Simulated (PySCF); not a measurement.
# C2H11BOSSi (SMILES C[S+](C)[BH2-]O[SiH3]): what the fields show

```yaml
atoms:
  - { symbol: C, position_ang: [-1.9070, 0.8813, 0.5030] }
  - { symbol: S, position_ang: [-1.5058, -0.2225, -0.8609] }
  - { symbol: C, position_ang: [-1.2742, -1.7656, 0.0359] }
  - { symbol: B, position_ang: [0.4045, 0.2920, -1.2164] }
  - { symbol: O, position_ang: [1.0411, 0.2131, 0.0670] }
  - { symbol: Si, position_ang: [2.5961, 0.5776, 0.4789] }
  - { symbol: H, position_ang: [-1.0609, 0.8917, 1.2040] }
  - { symbol: H, position_ang: [-2.0423, 1.8814, 0.0708] }
  - { symbol: H, position_ang: [-2.8363, 0.5572, 0.9899] }
  - { symbol: H, position_ang: [-0.9949, -2.5238, -0.7073] }
  - { symbol: H, position_ang: [-2.2092, -2.0575, 0.5322] }
  - { symbol: H, position_ang: [-0.4541, -1.6316, 0.7549] }
  - { symbol: H, position_ang: [0.2579, 1.4153, -1.6899] }
  - { symbol: H, position_ang: [0.7218, -0.5612, -2.0399] }
  - { symbol: H, position_ang: [2.9296, 2.0064, 0.1784] }
  - { symbol: H, position_ang: [2.7373, 0.3501, 1.9487] }
  - { symbol: H, position_ang: [3.5816, -0.2922, -0.2386] }
```

Geometry: PBE0-D3(BJ)/def2-SVP.

Theory: PBE0/pcSseg-1, SCF density, gas phase, non-relativistic in PySCF 2.14.0.

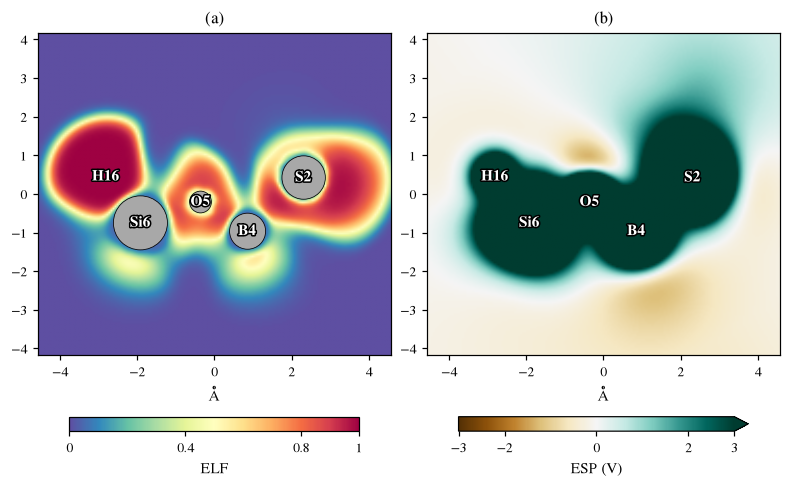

Figure 1. (a) ELF; (b) molecular electrostatic potential on the plane of atoms S2, B4 and O5. Grey discs cover the atomic cores in the ELF map.

Q: What do the fields say about this system?

A:
- Atoms in the plane: S, B, O, Si and H.
- B–O (1.43 Å): the ELF peaks at about 0.90 between the atoms, as expected for a polar covalent bond.
- Si–O (1.65 Å): the ELF peaks at about 0.85 between the atoms; a shared but strongly polarised pair.
- B–S (2.01 Å): the ELF peaks at about 0.95 between the atoms; localised, covalent bonding.
- Si–H (1.49 Å): the ELF climbs to about 1 towards the hydrogen, as it does in any bond to H.
- The ELF also peaks beside S2 and O5, away from the bonds: lone-pair regions.
- Outside the dense part of the molecule the potential is most negative (−1.3 V) near O5.

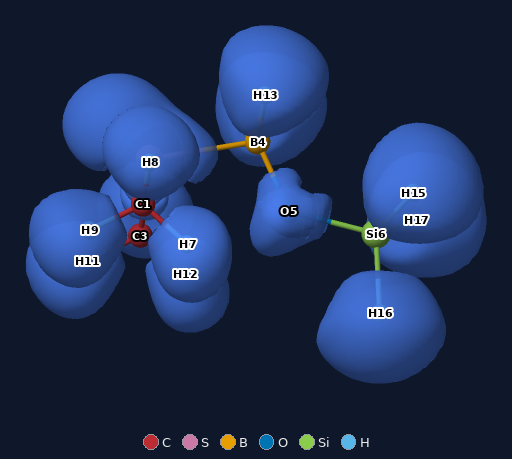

Figure 2. Isosurface of the ELF at 0.8 (blue), seen from one side. Core shells and regions of very low density are left out.

Q: Where are the electrons localised?

A: At this value the surface marks out two regions between bonded C–S atoms (shared pairs), eleven regions around hydrogen nuclei, one region on O in which the atom's valence shell and bonds are merged and one region on S in which the atom's valence shell and bonds are merged.

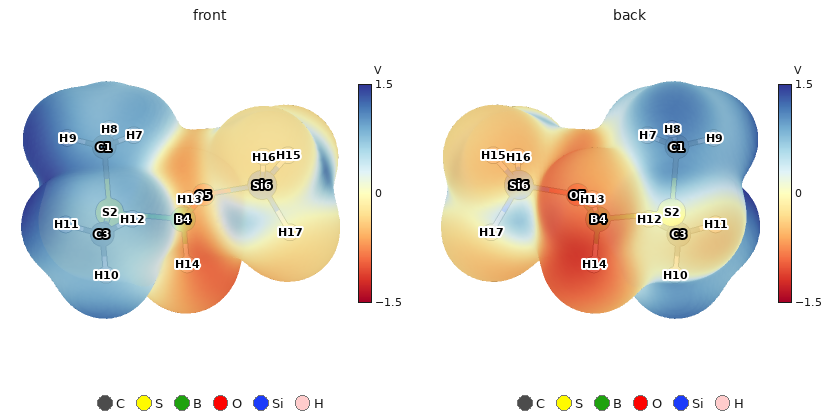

Figure 3. The electrostatic potential painted on the density surface at 0.002 e/bohr³, seen from the front and from behind; the colour scale runs from red (negative) to blue (positive).

Q: Where is the surface potential most negative and most positive?

A: The most negative region (about −1.1 V, or −25 kcal/mol for a unit charge) lies over H13, the most positive (about +1.4 V, or +32 kcal/mol for a unit charge) over S2, H9 and H11.

Q: What dipole moment does the calculation give?

A: Its dipole moment is 4.13 D.
